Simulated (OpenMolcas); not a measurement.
# Hf²⁺ among point charges: CASSCF levels and susceptibility

Aim: the splitting of the states of Hf²⁺ in the field of 6 point charges, its lowest levels with spin-orbit coupling and its magnetic susceptibility.

Program: OpenMolcas 26.06. Level of theory: state-averaged CASSCF, spin-orbit coupling by RASSI with atomic mean-field integrals. These are calculated values, not measurements, unless marked.

1 further run of the same task is left out (it didn't finish).

**1. What is computed**

| Quantity | Value |
| --- | --- |
| Species | Hf²⁺ (hafnium, Z = 72, 70 electrons) |
| Basis | ANO-RCC-VDZP [7s6p4d2f1g], 68 functions |
| Scalar Hamiltonian | DKH2, point nucleus |
| Inactive shells | 1s 2s 2p 3s 3p 3d 4s 4p 4d 4f 5s 5p |
| Active space | 2 electrons in 5 orbitals (5d) |
| Some configurations of this space | 5d2 |
| Orbitals | optimised for each spin and parity, averaged over all roots |

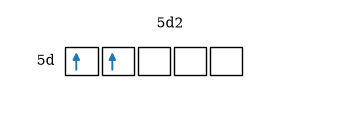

The shells outside the core, filled by Hund's rule for the drawing.

The ion sits among 6 point charges of -1.36 e arranged as a tetragonal octahedron (D4h), 2.1 Å from the ion, with the axial distance 2.058 Å. The active orbitals were held to one l.

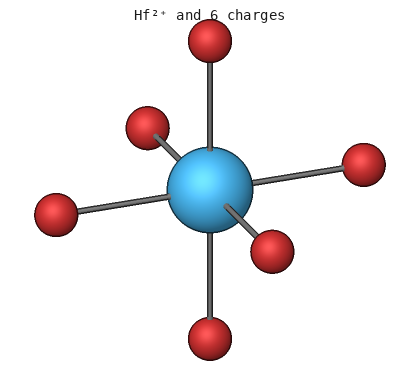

The ion and the point charges (red).

Each step is its own input file, run in one work folder so that later steps find the files of earlier ones. Labels, J, g values, rates, χT and fits are worked out afterwards by a script from the matrices that RASSI stores. The input lists half of the charges; inversion (Group=XYZ) makes the rest.

**2. One- and two-electron integrals**

Contents of a.inp:

```
&GATEWAY
Coord
1

Hf 0.0 0.0 0.0
Basis=ANO-RCC-VDZP
Group=XYZ
NoMove
AngMom=0.0 0.0 0.0
AMFI
XField
3 Angstrom 0
2.100000 0.000000 0.000000 -1.360000
0.000000 2.100000 0.000000 -1.360000
0.000000 0.000000 2.058000 -1.360000
&SEWARD
```

Launch:

```console
$ OMP_NUM_THREADS=1 MOLCAS_MEM=1689 MOLCAS_PROJECT=a pymolcas a.inp > a.log
```

**3. CASSCF: triplets of even parity, 10 roots**

Contents of a.inp:

```
&RASSCF
FileOrb=start.orb
Symmetry=1
Spin=3
nActEl=2 0 0
Inactive=15 19
Ras2=5 0
CIRoot=10 10 1
SDav=10
CIMx=300
Iter=120 100
PrWF=0.3
OrbListing=Nothing
MaxOrb=0
SupSym
1
20 4 5 6 7 8 10 11 12 13 14 16 17 18 19 20 23 24 25 26 27
0
>>> COPY $Project.JobIph JOB001
```

start.orb holds the contracted functions of the basis, ordered by shell, or the orbitals of the step before.

**4. Reference wave functions, singlets of even parity, 15 roots**

Contents of a.inp:

```
&RASSCF
FileOrb=start.orb
Symmetry=1
Spin=1
nActEl=2 0 0
Inactive=15 19
Ras2=5 0
CIRoot=15 15 1
SDav=15
CIMx=300
Iter=120 100
PrWF=0.3
OrbListing=Nothing
MaxOrb=0
SupSym
1
20 4 5 6 7 8 10 11 12 13 14 16 17 18 19 20 23 24 25 26 27
0
>>> COPY $Project.JobIph JOB002
```

**5. RASSI: spin-orbit coupling between the states**

Contents of a.inp:

```
&RASSI
NrOfJobIphs=2 10 15
1 2 3 4 5 6 7 8 9 10
1 2 3 4 5 6 7 8 9 10 11 12 13 14 15
IphNames
JOB001
JOB002
EJob
SpinOrbit
DIPRint=1.0
SOCoupling=1000.0
Subsets=2
Property=9
'ANGMOM' 1 'ANGMOM' 2 'ANGMOM' 3 'MLTPL  1' 1 'MLTPL  1' 2 'MLTPL  1' 3
'AMFI' 1 'AMFI' 2 'AMFI' 3
SOProperty=3
'ANGMOM' 1 'ANGMOM' 2 'ANGMOM' 3
```

What does the calculation give? Wanted: spin-free ground state; first state of the same spin within the active space; lowest level; next level.

**Answer**, as computed:

| quantity | value |
| --- | --- |
| method | CASSCF |
| spin-free ground state | 3E, 2-fold in its orbital part |
| first state of the same spin within the active space | 3A2 at 579 cm⁻¹ |
| lowest level | 1-fold B1 |
| next level | 94.9 cm⁻¹ |
| χT at 300 K | 0.25 cm³ K/mol |
| effective moment at 300 K | 1.41 μB |

In words: The spin-free ground state (3E) comes to 88 % from free-ion F terms and keeps the highest spin of the shell. χT at 300 K is 0.25, against 1.00 cm³ K/mol for the spin alone, so spin-orbit coupling lowers it. The field of point charges can differ much from that of real complexes. Point charges carry no covalency, so the field is a model and not that of real ligands.
